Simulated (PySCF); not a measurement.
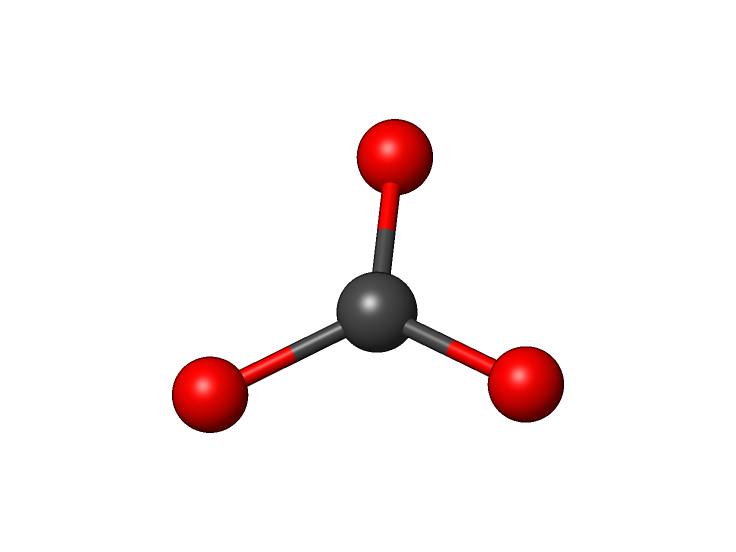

A ball-and-stick model of a molecule. Colours: oxygen red, carbon dark grey.

Charge −2, singlet. The geometry was computed by an optimisation with PBE0-D3(BJ)/def2-SVP. No frequency run is at hand to confirm it as a minimum.

What does the picture show?

Formula CO3(2-). As SMILES it reads `O=C([O-])[O-]`. This geometry has D3h symmetry. All atoms lie on one plane. Coordination: 1 C trigonal planar.

The parts below concern this one geometry. Atoms keep their numbers from picture to picture.

Shape

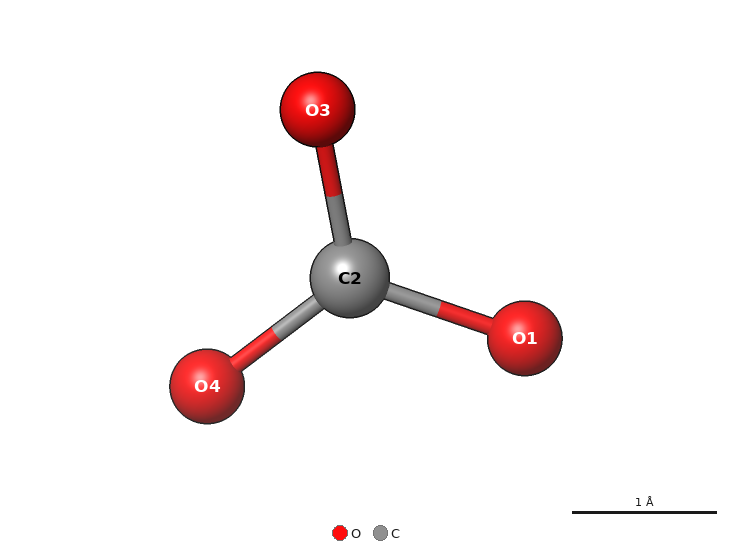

The atoms are numbered. No frequency run is at hand to confirm it as a minimum.

Give the bond lengths.

```json
{"bond": "O1–C2", "length (Å)": "1.300", "order": "delocalised"}
{"bond": "C2–O3", "length (Å)": "1.300", "order": "delocalised"}
{"bond": "C2–O4", "length (Å)": "1.300", "order": "delocalised"}
```

Electronic properties

No frequency run is at hand to confirm it as a minimum. Method: B3LYP/def2-SVPD in dichloromethane (IEF-PCM) (PySCF 2.14.0).

Computed properties:

- HOMO energy (Kohn–Sham orbital): −3.58 eV
- mean static polarisability: 51.3 bohr³

NMR shielding

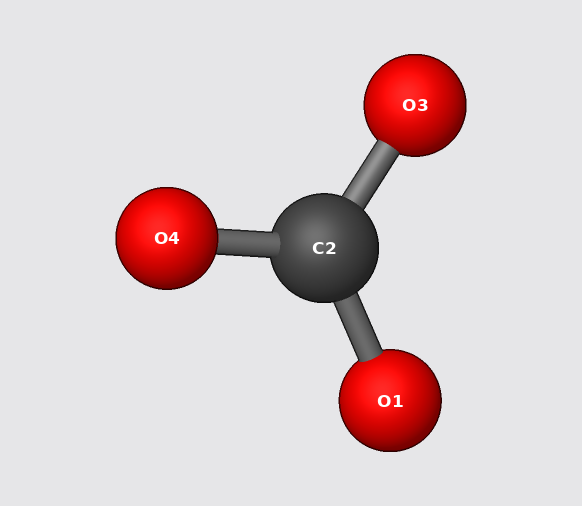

No frequency run is at hand to confirm it as a minimum. Level of theory: GIAO PBE0/pcSseg-1 NMR shielding, non-relativistic, IEF-PCM dichloromethane (PySCF 2.14.0). Principal shieldings σ11 ≤ σ22 ≤ σ33, span Ω = σ33 − σ11, skew κ = 3(σiso − σ22)/Ω.

Give the shielding tensors of the O atoms.

```tsv
atom	σ11	σ22	σ33	σiso	Ω	κ
O1, O3, O4	−17.8	156.4	242.9	127.2	260.7	−0.34
```

Shieldings and span in ppm.

Quadrupole coupling

No frequency run is at hand to confirm it as a minimum. Electric field gradients from the ground-state density, PBE0/pcSseg-1 in dichloromethane (IEF-PCM) (PySCF 2.14.0), non-relativistic apart from any core potentials.

Give the largest field-gradient component, the quadrupole coupling constant and the asymmetry for 17O at O1 (Q = −25.6 mb).

```csv
atom,V_zz (a.u.),e²qQ/h (MHz),η
O1,−1.324,7.97,0.97
```
